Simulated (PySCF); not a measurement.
# C$_{2}$H$_{13}$O$_{2}$PSi$_{3}$: what the fields show

| atom | x (Å) | y (Å) | z (Å) |
| --- | --- | --- | --- |
| C | -2.7029 | -0.6405 | 1.4167 |
| C | -2.3770 | -0.7180 | -0.0671 |
| O | -1.1432 | -0.1158 | -0.3453 |
| Si | -0.8082 | 1.4386 | -0.7064 |
| O | -1.5692 | 1.9532 | -2.0548 |
| Si | 1.4599 | 1.1663 | -0.8413 |
| Si | 2.2291 | -0.7245 | 0.2789 |
| P | 4.2095 | -0.2782 | 1.2460 |
| H | -2.7957 | 0.3992 | 1.7198 |
| H | -1.9045 | -1.1006 | 1.9934 |
| H | -3.6363 | -1.1578 | 1.6219 |
| H | -2.2978 | -1.7641 | -0.3832 |
| H | -3.1692 | -0.2359 | -0.6506 |
| H | -1.4344 | 2.3939 | 0.2047 |
| H | -1.4340 | 1.5654 | -2.9151 |
| H | 1.9222 | 1.1150 | -2.2481 |
| H | 2.1312 | 2.3830 | -0.3502 |
| H | 1.4070 | -1.1639 | 1.4152 |
| H | 2.3664 | -1.9225 | -0.5702 |
| H | 4.8336 | 0.0993 | 0.0740 |
| H | 4.7046 | -1.5631 | 1.1613 |

Geometry: GFN2-xTB.

Theory: PBE0/pcSseg-1, SCF density, gas phase, non-relativistic (PySCF).

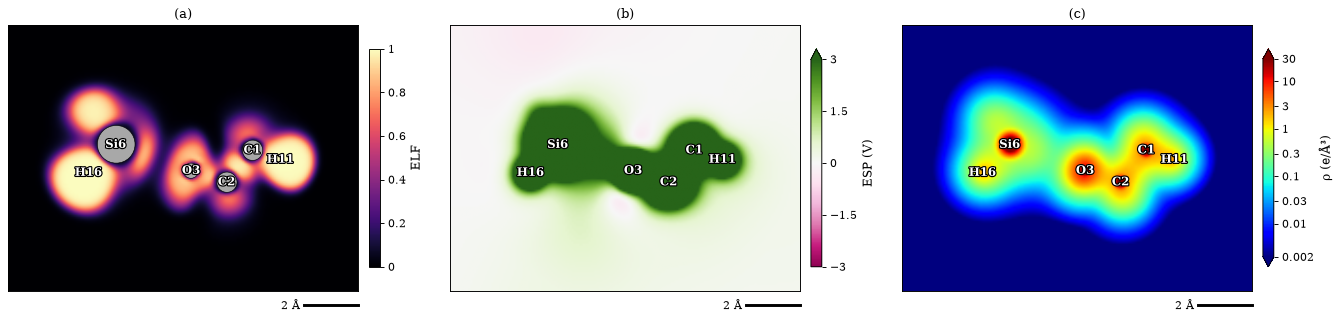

Figure 1. (a) electron localisation function; (b) electrostatic potential; (c) total electron density on the plane of atoms C1, C2 and O3. Grey discs cover the atomic cores in the ELF map.

**Describe what can be read from this map.**

- The plane passes through C, O, Si and H nuclei.
- C–O (1.40 Å): the density is about 2.1 e/Å³ at the midpoint, with its minimum of 1.7 e/Å³ about 0.5 Å from C; the ELF peaks at about 0.85 between the atoms: a shared but strongly polarised pair.
- C–C (1.52 Å): ρ is about 1.7 e/Å³ halfway; the ELF peaks at about 0.95 between the atoms (localised, covalent bonding).
- The ELF also peaks beside O3, away from the bonds: lone-pair regions.
- Outside the dense part of the molecule the potential is most negative (−0.3 V) near P8, which lies off the plane.

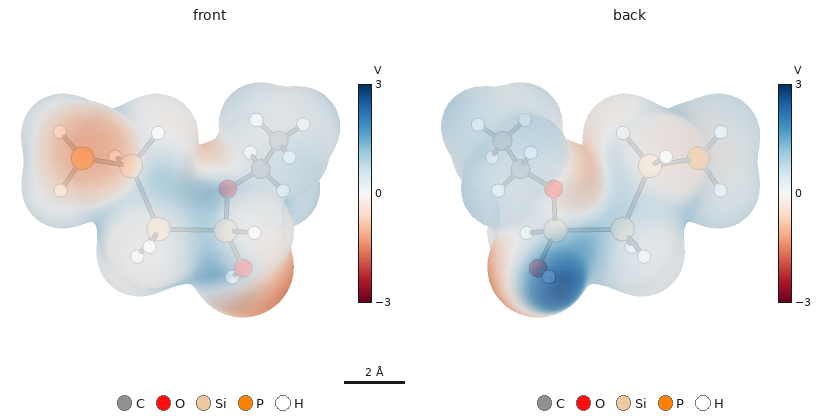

Figure 2. The molecular electrostatic potential painted on the density surface at 0.002 e/bohr³, seen from the front and from behind; the colour scale runs from red (negative) to blue (positive).

**Where is the surface potential most negative and most positive?**

The most negative region (about −1.3 V) lies over O5, the most positive (about +2.5 V) over H15. O5 is the likeliest acceptor of a hydrogen bond.

**What dipole moment does the calculation give?**

Its dipole moment is 2.63 D.
